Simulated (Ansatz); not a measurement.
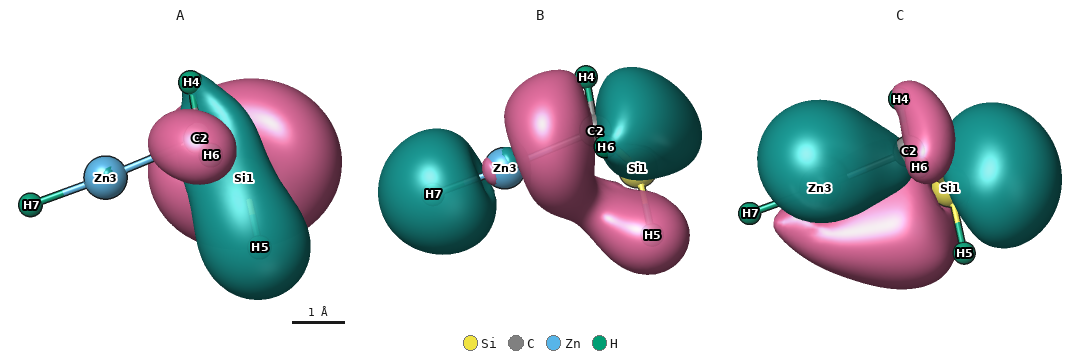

CH$_{4}$SiZn. Three frontier orbitals at ±0.08 Å⁻³ᐟ² (teal and pink are the two phases), in no order.

Geometry: PBE0-D4/def2-TZVP.

All numbers below come from Ansatz 0.2.0, RKS PBE0-D4/def2-TZVPP.

```xyz
7

Si   -1.3113    0.1011   -0.1027
C     0.0193    0.2907    1.1443
Zn    1.2947   -1.0651    0.4260
H    -0.1903   -0.1037    2.1438
H    -0.6759    1.0442   -1.1317
H     0.6516    1.1834    1.1861
H     2.3773   -2.0617   -0.0287
```

Order the three orbitals by energy and name them.

Answer. B is the HOMO−1 (−7.97 eV). It lies mainly on C2 (about 35 %), H7 (about 20 %), Zn3 (about 20 %) and Si1 (about 20 %). A is the HOMO (−6.12 eV). It lies mainly on Si1 (about 75 %), H5 (about 10 %) and C2 (about 10 %). C is the LUMO (−2.30 eV). Its weight (Hirshfeld) is mainly on Si1 (about 55 %), Zn3 (about 25 %) and C2 (about 10 %).

What is the HOMO–LUMO gap?

Answer. 3.82 eV between the orbital energies.
